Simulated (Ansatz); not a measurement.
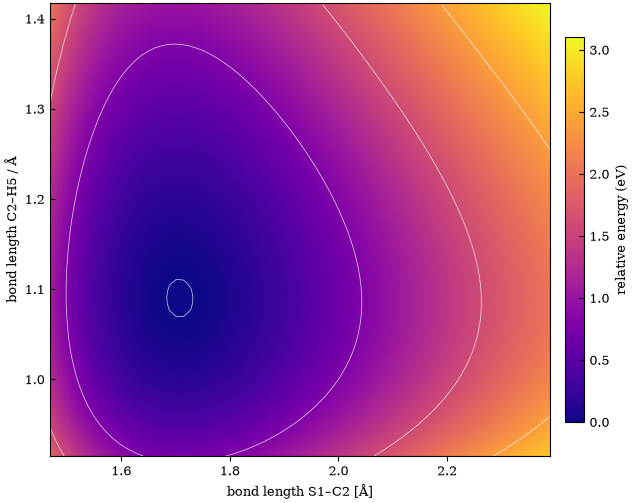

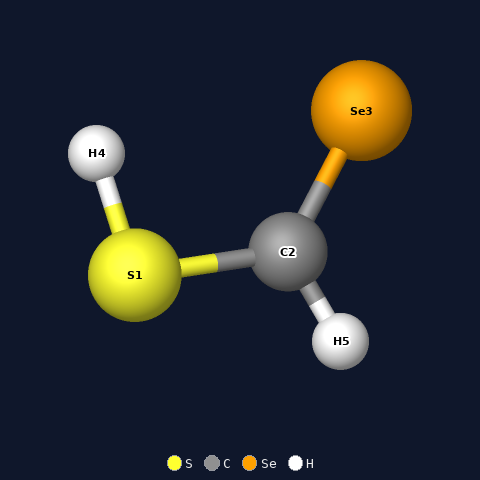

Energy landscape of CH2SSe, SMILES SC=[Se]. 
- Coordinates scanned: (1) bond length S1–C2; (2) bond length C2–H5.
- Nothing is relaxed (all other coordinates rigid).
- The grid has 15 × 15 points.
- Points are written as (first, second).
- Energies are in eV, from the lowest grid point.
- Theory: RKS PBE0-D4/def2-TZVP (Ansatz).

Drawn: a smooth colour map with a few white contour lines. Between grid points the surface is interpolated. The second picture is the structure at the lowest point.

Q: Summarise what can be read from the map.

A: The lowest grid point is at (1.732 Å, 1.094 Å). It is the only kind of minimum in the scanned range. The highest grid point, (2.390 Å, 1.417 Å), lies 3.10 eV above the lowest. Round the minimum the two coordinates are nearly uncoupled.

The values on the grid:

```tsv
bond length C2–H5 ↓, bond length S1–C2 →	1.468	1.534	1.600	1.666	1.732	1.797	1.863	1.929	1.995	2.061	2.127	2.193	2.258	2.324	2.390
1.417	2.06	1.47	1.15	1.01	1.01	1.11	1.27	1.46	1.69	1.93	2.17	2.41	2.65	2.88	3.10
1.381	1.91	1.31	0.99	0.85	0.85	0.95	1.10	1.30	1.52	1.76	2.01	2.25	2.48	2.71	2.93
1.345	1.76	1.16	0.84	0.70	0.70	0.79	0.94	1.14	1.36	1.60	1.84	2.09	2.32	2.55	2.77
1.309	1.62	1.02	0.69	0.55	0.55	0.64	0.79	0.99	1.21	1.44	1.69	1.93	2.16	2.39	2.62
1.274	1.49	0.89	0.56	0.42	0.41	0.50	0.65	0.85	1.07	1.30	1.54	1.79	2.02	2.25	2.47
1.238	1.37	0.77	0.44	0.29	0.28	0.37	0.52	0.71	0.93	1.17	1.41	1.65	1.89	2.12	2.34
1.202	1.27	0.67	0.33	0.18	0.17	0.26	0.41	0.60	0.82	1.05	1.30	1.54	1.77	2.00	2.23
1.166	1.19	0.59	0.25	0.10	0.09	0.17	0.32	0.51	0.73	0.96	1.20	1.44	1.68	1.91	2.13
1.130	1.14	0.53	0.19	0.04	0.03	0.11	0.25	0.44	0.66	0.90	1.14	1.38	1.61	1.84	2.07
1.094	1.12	0.51	0.17	0.02	0.00	0.08	0.22	0.41	0.63	0.87	1.11	1.35	1.58	1.81	2.04
1.059	1.15	0.53	0.19	0.03	0.02	0.09	0.24	0.43	0.64	0.88	1.12	1.36	1.59	1.83	2.05
1.023	1.22	0.61	0.26	0.10	0.08	0.16	0.30	0.49	0.71	0.94	1.18	1.42	1.66	1.89	2.12
0.987	1.36	0.74	0.39	0.24	0.22	0.29	0.43	0.62	0.84	1.07	1.31	1.55	1.79	2.02	2.25
0.951	1.58	0.96	0.61	0.45	0.43	0.50	0.64	0.83	1.05	1.28	1.52	1.76	2.00	2.23	2.46
0.915	1.89	1.27	0.92	0.76	0.73	0.81	0.95	1.14	1.35	1.58	1.83	2.07	2.30	2.54	2.76
```

The input of one point:

```yaml
crystal:
  periodic: [false, false, false]
  atoms:
    - { symbol: S, position_ang: [-1.268654, 0.390739, -0.144607] }
    - { symbol: C, position_ang: [0.206962, -0.356701, 0.368926] }
    - { symbol: Se, position_ang: [1.837681, -0.160084, -0.267584] }
    - { symbol: H, position_ang: [-0.733181, 1.122624, -1.141057] }
    - { symbol: H, position_ang: [0.019911, -1.031302, 1.209616] }
basis:
  gaussian: { orbitals: def2-TZVP }
hamiltonian:
  xc: pbe0
  dispersion: d4
output:
  forces: true
```

Each point was launched as `ansatz run input.yaml --threads 1 --pin off --max-ram 2560MiB --backend cpu --events-out ev --progress --plain --runs-dir out`. Time for the 225 points that were run: 28 min on 1 thread of Arm Neoverse N1, on a shared host.
